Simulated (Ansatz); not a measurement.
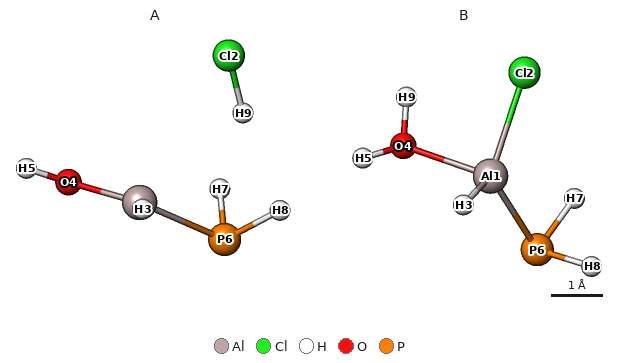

Two geometries of AlPH5OCl, drawn at one scale. One is the start of a relaxation, the other its converged end. The picture is a ball-and-stick view, seen at a tilt.

Level of theory: Ansatz, RKS PBE0/def2-SVP. Set-up: no spin polarisation; force threshold 0.03 eV/Å; at most 50 steps.

Which geometry has the lower energy?

Structure B is the relaxed one. The run prepares an end point of a later path (reaction) calculation, from a guessed geometry. The energy falls by 135.4 kJ/mol in 41 accepted moves (46 points after the start). The largest force component goes from 0.92 to 0.013 eV/Å. The line search rejected the trial steps at points 4, 11, 14, 20, 23 of the run. H9 moves most after the best rigid fit: 2.92 Å. Largest moves by element: H 2.92 Å, Al 0.99 Å, O 0.89 Å, Cl 0.46 Å, P 0.29 Å. Near-neighbour distances that change, for instance: O4–H9 3.740 → 0.973 Å, Al1–Cl2 3.425 → 2.169 Å, Cl2–H9 1.337 → 2.555 Å, Al1–O4 1.702 → 2.010 Å. New bonds form, among them: Al1–Cl2 (3.42 → 2.17 Å), O4–H9 (3.74 → 0.97 Å). Bonds break, among them: Cl2–H9 (1.34 → 2.56 Å). Among the angles between lasting bonds that change: H3–Al1–O4 123.1° → 99.5°, Al1–O4–H5 127.0° → 116.7°, O4–Al1–P6 113.2° → 105.1°.
